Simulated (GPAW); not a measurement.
Consider TiRh (P4/mmm).

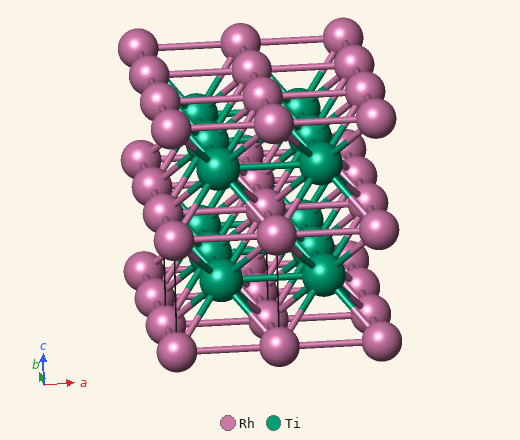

The structure (rhodium pink, titanium teal). 2×3×2 cells are drawn. Some periodic images of atoms are drawn too.

```cif
data_structure
_symmetry_space_group_name_H-M 'P 1'
_symmetry_Int_Tables_number 1
_cell_length_a 2.9880
_cell_length_b 2.9880
_cell_length_c 3.3500
_cell_angle_alpha 90.000
_cell_angle_beta 90.000
_cell_angle_gamma 90.000
_cell_volume 29.91
loop_
_atom_site_label
_atom_site_type_symbol
_atom_site_fract_x
_atom_site_fract_y
_atom_site_fract_z
_atom_site_occupancy
Rh1 Rh 0.00000 0.00000 0.00000 1
Ti2 Ti 0.50000 0.50000 0.50000 1
```

Absorber: atom 1, with 8 Ti at 2.70 Å, 4 Rh at 2.99 Å and 2 Rh at 3.35 Å (14-fold, site symmetry 4/mmm). Method: GPAW, LDA, excited-electron core hole (neutral cell), 16-atom cell with 6.7 Å between holes, 4×4×4 k points, dipole transitions, Gaussian full width 2.13 eV up to 4 eV, rising linearly to 3.5 eV at 25 eV.

**Question.** Where do the maxima of the Rh L₃ edge fall?

Main maxima up to 30 eV above the zero (height): 1.0 eV (2.33), 10.6 eV (1.04) and 27.4 eV (0.83). At an L edge the dipole rule selects empty d (and weakly s) states on the absorber, and the strong line at the onset measures the empty part of its d band. 

The Rh L₃ spectrum (energy from the lowest empty level; intensity scaled to a mean of 1 over the first 20 eV; polarised curves are means over the symmetry-equivalent atoms):

```
E (eV)  isotropic  ε ⊥ c  ε ∥ c
  -2.0       0.06   0.06   0.06
  -0.5       1.05   1.02   1.12
   1.0       2.33   2.30   2.41
   2.5       1.59   1.56   1.63
   4.0       0.69   0.69   0.69
   5.5       0.49   0.50   0.48
   7.0       0.42   0.42   0.43
   8.5       0.75   0.72   0.81
  10.0       1.03   1.00   1.08
  11.5       1.03   1.04   0.99
  13.0       0.96   0.98   0.93
  14.5       0.99   0.97   1.02
  16.0       0.98   0.94   1.07
  17.5       0.94   0.95   0.91
  19.0       0.81   0.86   0.71
  20.5       0.76   0.77   0.74
  22.0       0.78   0.78   0.78
  23.5       0.82   0.84   0.77
  25.0       0.82   0.83   0.79
  26.5       0.82   0.80   0.87
  28.0       0.82   0.78   0.91
  29.5       0.81   0.76   0.92
  31.0       0.81   0.78   0.87
```

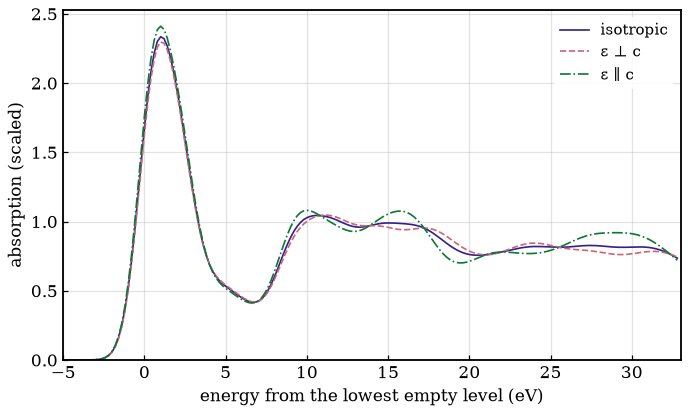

The Rh L₃ edge.

Only the L₃ part is meant: spin–orbit coupling of the core level isn't computed and the L₂ copy isn't added. The script folds with a Gaussian, whereas the core hole's own line is a Lorentzian, so the onset is too steep and the first peak too high. Lifetime broadening is put in by hand, and intensities beyond about 20 eV depend on it and on the partial waves. The structure is a published determination, not relaxed.

[Banner, clock and machine lines of the logs are left out without a mark of their own.]

[Logs are printed without paths, hosts, clocks, repeated set-up lines and the standing remarks that a program may print on its own settings, such as how far it seeks lower states.]

[Hosts, paths, dates, database ids (printed as entryN), source tags and the programs' standing remarks are cut or masked in the printed files.]

[Lists of maxima count a maximum above −3 eV only where it reaches 4 % of the highest in the window and stands out from its surroundings by 2 % of it (1.5 % where it reaches 55 %); shoulders and weaker maxima are passed over, and of the rest the first, up to two pre-edge ones and the few strongest are named.]
